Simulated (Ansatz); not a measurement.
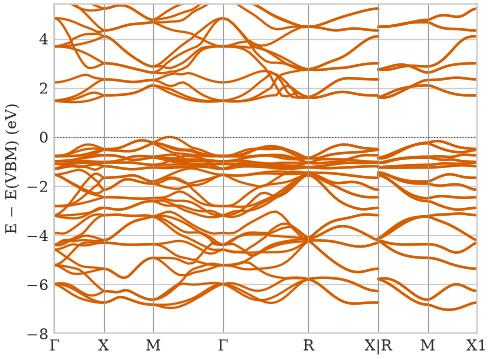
Figure. Band structure from r²SCAN in the plane-wave PAW code Ansatz

The gap is 1.41 eV; an edge lies off the plotted path or next to a special point (maximum off the standard path, minimum on the Γ–X line, 40 % of the way from Γ).

**Question.** Which of these materials gives this?
A. GeTePt, P2_13 (Ge on 4a, Te on 4a, Pt on 4a)
B. SnTePt, P2_13 (Sn on 4a, Te on 4a, Pt on 4a)
C. SiRu, P2_13 (Si on 4a, Ru on 4a)
D. CoPS, P2_13 (Co on 4a, P on 4a, S on 4a)

**Answer.** D, CoPS, P2_13 (Co on 4a, P on 4a, S on 4a)

The first step of the workflow began from a Materials Project structure, measured or hypothetical; the Crystallography Open Database copy checked does not list it. Its standing as an ambient phase is unchecked. The r²SCAN relaxation kept the symmetry of its start; whether a distortion lowers the energy is not shown. The run is not spin-polarised.

Potentials: the later of the program's two PAW sets.
